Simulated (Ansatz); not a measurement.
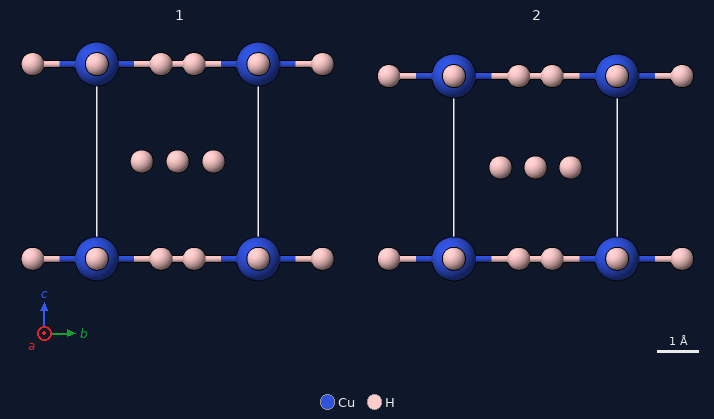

Two geometries of crystalline CuH$_{8}$ (a generated structure, set up in P4/mmm), drawn at one scale. One is the start of a relaxation, the other its converged end. A ball-and-stick model of the cell of the calculation, seen along the a axis.

The calculation used DFT PBE, scalar-relativistic, plane waves, PAW (Ansatz 0.2.0). Set-up: plane-wave cutoff 420 eV; k-point mesh 10 × 10 × 8; occupations gaussian; smearing width 0.1 eV; no spin polarisation; cell and atoms relaxed; force threshold 0.01 eV/Å; at most 80 steps.

> Which of the two is the end point?

Structure 1 is the relaxed one. The largest moves relative to the cell, 0.031 Å, are those of H atoms. Cu stays in place. The drawn cell changes as follows: a = b 4.081 → 4.037 Å (−1.1 %), c 4.568 → 4.867 Å (+6.6 %); the volume changes by +4.3 %. Near-neighbour distances that change, for instance: Cu–H 1.624 → 1.605 Å, H–H 0.833 → 0.828 Å. The space group stays P4/mmm (No. 123). After 6 accepted moves (8 points after the start) the energy has fallen by 22.4 meV per cell of the calculation. The largest force component goes from 0.083 to 0.00035 eV/Å. Pressure: −0.12 GPa at the start and 0.00 GPa at the end. At 2 points the geometry stayed and the basis and grid were re-selected for the new cell (energy shift of 4.9 meV per cell of the calculation at most each time). The run took 3 min on 1 thread of Arm Neoverse N1, on a shared host, peak memory 0.49 GiB.
